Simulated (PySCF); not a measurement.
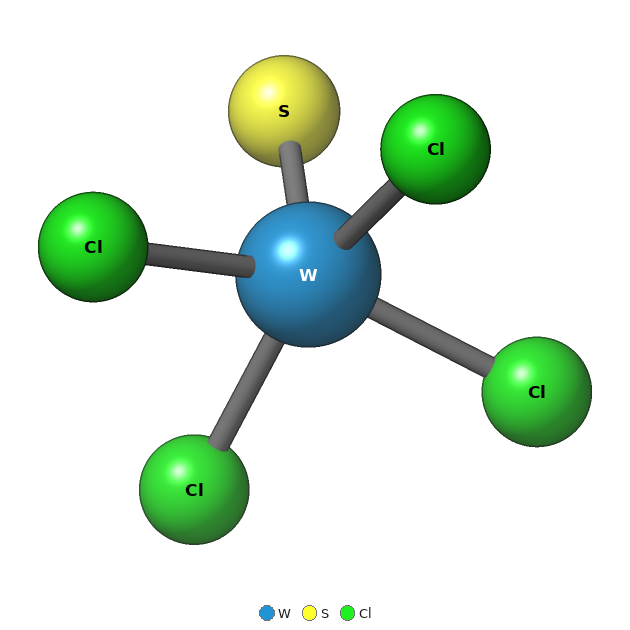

A molecule with one transition-metal atom. Charge 0, singlet. The geometry was computed by an optimisation with PBE0-D3(BJ)/def2-SVP. No frequency run is at hand to confirm it as a minimum.

Question. What is the coordination number of the metal, and which atoms bind to it?

Answer. W binds 5 atoms: 1 S at 2.09 Å, 4 Cl at 2.30 Å. The arrangement is square pyramidal.

Question. Give the formal oxidation state and the d-electron count.

Answer. W(VI), d⁰, counting the ligands as closed-shell ions or neutral donors.
